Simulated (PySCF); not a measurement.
Run report: GeHOF3, geometry relaxation

The run: geometry relaxation of GeHOF3, SMILES [OH][Ge]([F])([F])[F]. Method and program: PBE0-D3(BJ)/def2-SVP geometry optimisation, gas phase (PySCF 2.14.0).

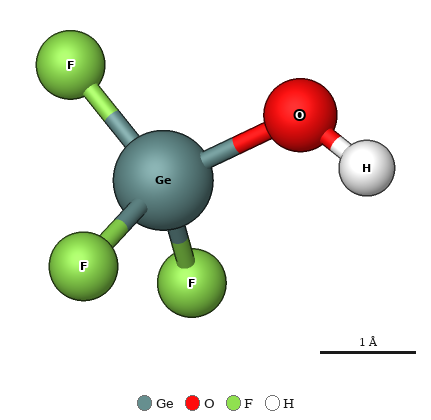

**Figure 1.** The starting structure (ball-and-stick view, seen at a tilt). Sticks mark near contacts.

Input file:
```
{"job": {"xc": "PBE0", "basis": "def2-SVP", "d3": "d3bj", "grid": 2, "kind": "geom", "shake": 0.01}, "charge": 0, "multiplicity": 1}
Ge     0.335745    -0.181011     0.060900
O     -1.250193     0.353412     0.387685
F      0.380501    -1.197357    -1.284332
F      1.405607     1.119691    -0.300805
F      0.898444    -0.974905     1.385240
H     -1.749064     0.848164    -0.271779
```

The first line tells a small driver script what to run in PySCF; the rest is the geometry in Å.

Machine: 1 CPU thread, shared host.

Launch command:
```bash
OMP_NUM_THREADS=1 python <driver script> task.json out
```

The program's output:
```
step   0  E = -2451.30702219  max force = 0.035490
step   1  E = -2451.30820858  max force = 0.026636
step   2  E = -2451.31039722  max force = 0.007441
step   3  E = -2451.31057664  max force = 0.001036
step   4  E = -2451.31058409  max force = 0.000270
optimisation converged
```

Trajectory as extended XYZ (Å, eV, eV/Å), 5 frames, from step=0 to step=4:
```
6
Properties=species:S:1:pos:R:3:forces:R:3 step=0 energy=-66703.46163
Ge    0.3357   -0.1810    0.0609   -0.1265   1.8048  -1.5845
O    -1.2502    0.3534    0.3877   -0.7852   0.2147   0.3625
F     0.3805   -1.1974   -1.2843    0.0893  -0.5434  -0.6283
F     1.4056    1.1197   -0.3008   -0.1932  -0.2751   0.1011
F     0.8984   -0.9749    1.3852    0.7978  -1.1393   1.8250
H    -1.7491    0.8482   -0.2718    0.2179  -0.0617  -0.0758
6
Properties=species:S:1:pos:R:3:forces:R:3 step=1 energy=-66703.49392
Ge    0.2446   -0.1535    0.0592   -0.1941  -1.3697   0.7160
O    -1.3855    0.3878    0.4019    0.6430  -0.2148  -0.1366
F     0.3136   -1.2070   -1.3221   -0.0424   0.5621   0.7445
F     1.3183    1.1206   -0.2630    0.1998   0.2597  -0.0721
F     0.8403   -1.0203    1.4596   -0.5302   0.7319  -1.2292
H    -1.7827    0.8186   -0.3651   -0.0761   0.0308  -0.0225
6
Properties=species:S:1:pos:R:3:forces:R:3 step=2 energy=-66703.55347
Ge    0.2431   -0.1577    0.0626    0.0848  -0.3685   0.3530
O    -1.3708    0.3779    0.3997    0.1084   0.0151  -0.1169
F     0.3088   -1.1949   -1.2991    0.0011   0.0935   0.0977
F     1.3228    1.1246   -0.2617    0.0067   0.0322  -0.0107
F     0.8230   -1.0131    1.4319   -0.1575   0.2334  -0.3826
H    -1.7782    0.8095   -0.3629   -0.0436  -0.0056   0.0596
6
Properties=species:S:1:pos:R:3:forces:R:3 step=3 energy=-66703.55836
Ge    0.2449   -0.1622    0.0649   -0.0159   0.0401   0.0239
O    -1.3658    0.3765    0.3958    0.0095   0.0187  -0.0378
F     0.3142   -1.1916   -1.2955    0.0076  -0.0314  -0.0533
F     1.3231    1.1237   -0.2585   -0.0063   0.0060   0.0021
F     0.8179   -1.0109    1.4213    0.0124  -0.0255   0.0364
H    -1.7856    0.8108   -0.3575   -0.0072  -0.0078   0.0288
6
Properties=species:S:1:pos:R:3:forces:R:3 step=4 energy=-66703.55856
Ge    0.2453   -0.1628    0.0647   -0.0107   0.0106   0.0026
O    -1.3653    0.3764    0.3948    0.0137   0.0028  -0.0139
F     0.3166   -1.1910   -1.2983    0.0053  -0.0031  -0.0100
F     1.3224    1.1247   -0.2565   -0.0042   0.0015   0.0036
F     0.8173   -1.0130    1.4218    0.0008  -0.0096   0.0075
H    -1.7875    0.8119   -0.3560   -0.0049  -0.0022   0.0102
```

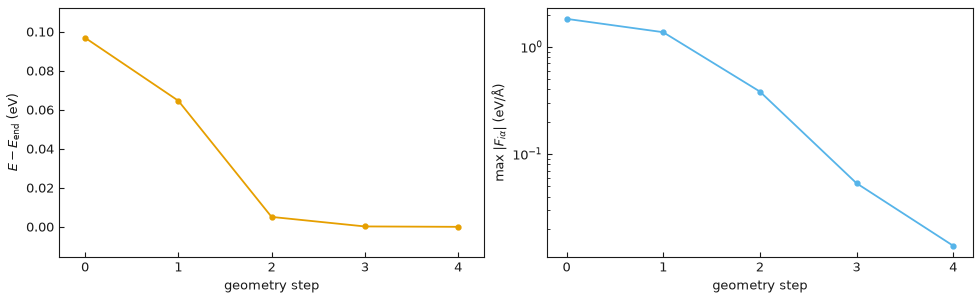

**Figure 2.** Progress of the relaxation, step by step (steps are counted from 0).

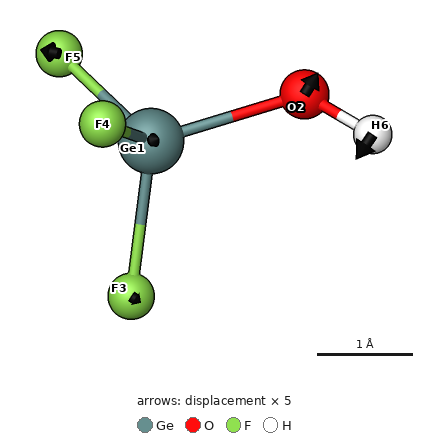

**Figure 3.** The starting structure with the displacements as black arrows, magnified 5 times (ball-and-stick view, seen at a tilt). The two geometries are laid on each other by the best rigid fit. The largest move after the best rigid fit is that of H6, 0.065 Å. By element the largest moves are H 0.065 Å, O 0.055 Å, F 0.047 Å, Ge 0.024 Å. Distances before and after: Ge1–F5 1.643 → 1.701 Å, Ge1–O2 1.705 → 1.730 Å, Ge1–F3 1.687 → 1.709 Å, Ge1–F4 1.723 → 1.709 Å. Among the angles that change: Ge1–O2–H6 120.7° → 113.5°. Over 4 geometry steps the energy falls by 0.097 eV. The largest force component goes from 1.8 to 0.014 eV/Å. (Atoms are counted from 1 in the order of the input.)

Summary:

| quantity | value |
| --- | --- |
| outcome | converged |
| total energy | −2451.310584 hartree |
| dipole moment | 2.35 D |
| point group | C1 |
| wall time | 21 s |
| peak memory | 0.46 GiB |
